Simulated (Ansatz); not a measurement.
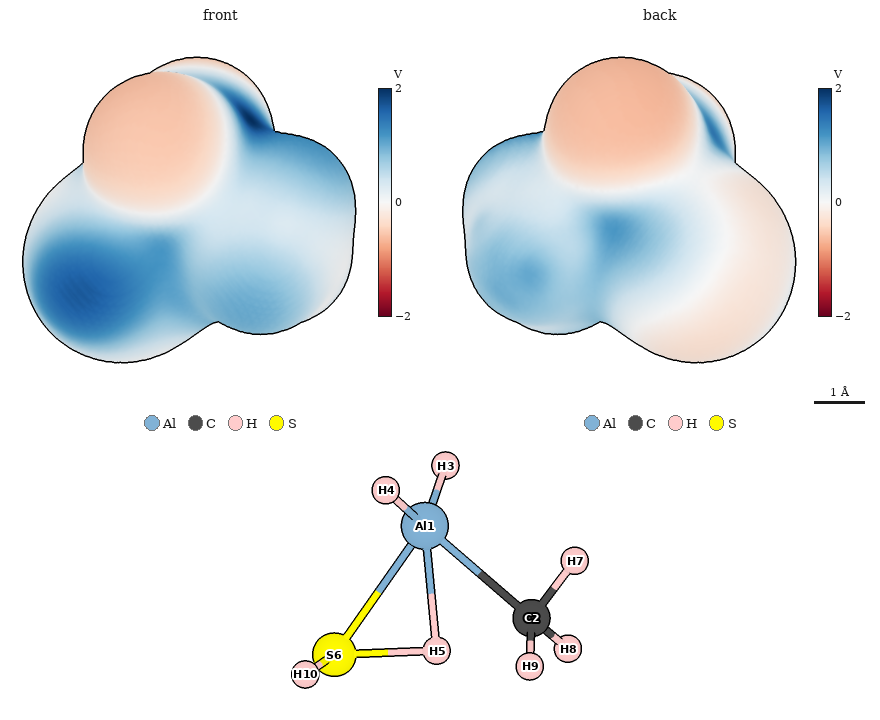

CH$_{7}$AlS. The molecular electrostatic potential painted on the density surface at 0.002 e/bohr³, seen from the front and from behind; the colour scale runs from red (negative) to blue (positive). The bare structure is drawn below in the same view.

A transition-state structure; geometry: PBE0-D4/def2-TZVP.

Theory: RKS PBE0-D4/def2-TZVPP (Ansatz 0.2.0).

```csv
atom,x (Å),y (Å),z (Å)
Al,-1.0592,0.0394,-0.3236
C,0.9886,0.3104,-0.6083
H,-1.6286,-0.9388,-1.4297
H,-1.7360,1.3819,0.1747
H,0.4401,-0.5708,0.5693
S,-0.4942,-1.3239,1.5927
H,0.7651,0.9312,-1.4913
H,1.6173,-0.5051,-0.9730
H,1.5693,0.9470,0.0623
H,-0.4627,-0.2712,2.4270
```

Describe the electrostatic potential map.

Answer. The most negative region (about −0.7 V) lies over H3, the most positive (about +1.7 V) over Al1 and H10.
